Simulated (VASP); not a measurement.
Input:

```xyz
3
Lattice="1.5094 -2.6144 0.0000 1.5094 2.6144 0.0000 0.0000 0.0000 3.2327" Properties=species:S:1:pos:R:3 pbc="T T T"
Ti     1.5094     2.6144     0.0000
B      1.5094     0.8715     1.6163
B      1.5094    -0.8715     1.6163
```

Level of theory: SCAN meta-GGA, VASP's PBE PAW potentials (set 64) (plane waves; VASP 6.6.1). Run with 520 eV cut-off, 13×13×11 Γ-centred mesh, tetrahedra with Blöchl corrections, potentials Ti_sv B.

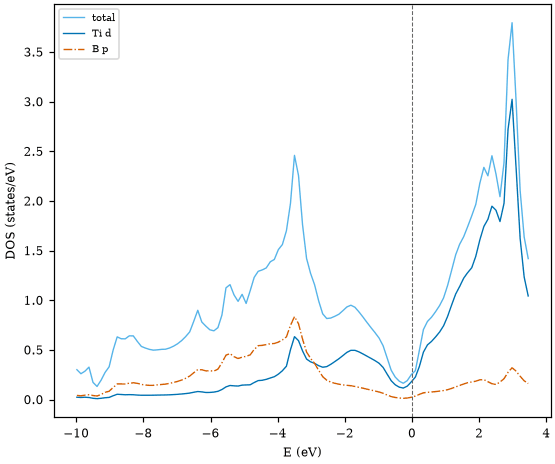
Total and projected density of states, zero at the Fermi level

Within 2 eV below the Fermi level the largest weight inside VASP's projection spheres is Ti d, then B p.

It has no gap at this level: it comes out as a metal or semimetal.

The compound is TiB2 in the AlB2 type structure. It was relaxed first.
